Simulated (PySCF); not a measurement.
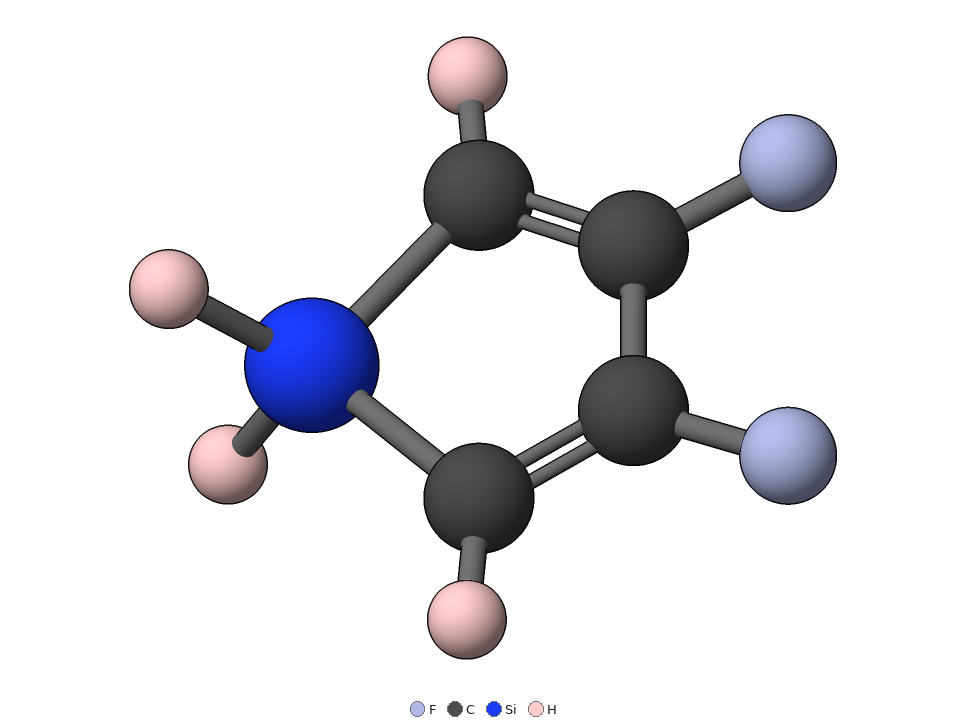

Source: calculation with PySCF.

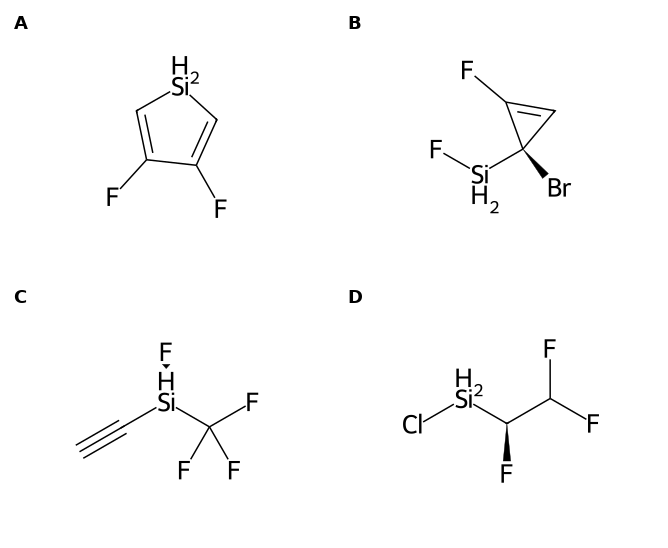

The first picture shows one of the molecules drawn in the second. Which?

Answer. A, `FC1=C[SiH2]C=C1F`.
